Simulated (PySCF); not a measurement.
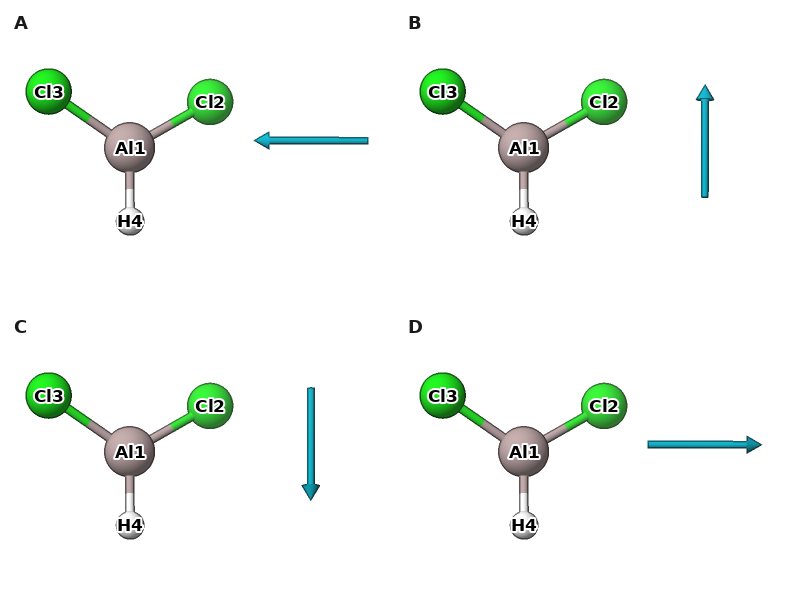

The same molecule four times, each with an arrow. The computed structure is the end point of a PBE0-D3(BJ)/def2-SVP optimisation. No frequency run is at hand to confirm it as a minimum. Properties computed with B3LYP/pcSseg-1 (pcSseg-2 on Al), gas phase (PySCF 2.14.0).

Question: Which arrow points along the dipole moment, from the negative to the positive end?

Answer: C. The dipole moment is 1.33 D; it points from the side of Cl2, Cl3 to the side of H4 (the outermost atoms at the two ends).
